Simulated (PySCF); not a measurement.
Consider SbP.

```csv
atom,x (Å),y (Å),z (Å)
Sb,0.0000,0.0000,-0.4495
P,0.0000,0.0000,1.7545
```

Core potentials replace the inner electrons of Sb.

Computed with PBE0/cc-pVDZ(-PP), non-relativistic Hamiltonian with scalar-relativistic core potentials where named, at a bond length of 2.204 Å in PySCF 2.14.0.

What will maps of the electron density and electron localisation function show?

Answer. Sb–P (2.20 Å): the density is about 0.81 e/Å³ at the midpoint; the ELF peaks at about 0.75 in the valence shell of P, 0.9 Å from its nucleus, and drops to about 0.20 between the two atoms.

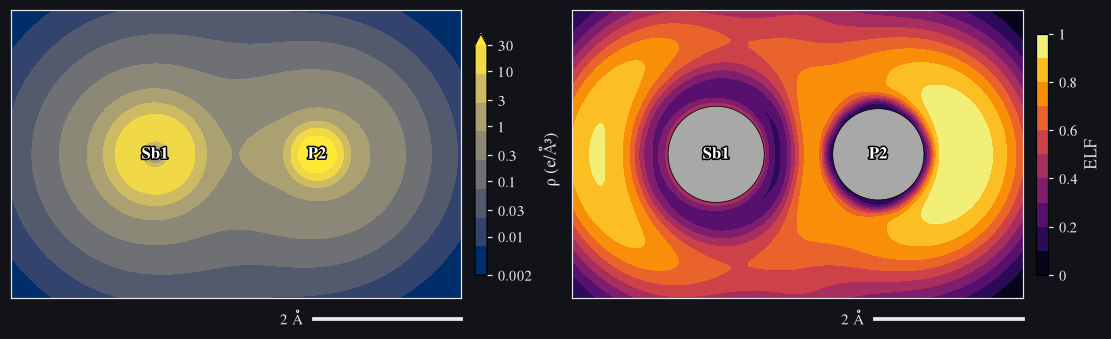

Computed electron density and electron localisation function on a plane that holds the molecular axis, in this order. Grey discs cover the atomic cores in the ELF map. 
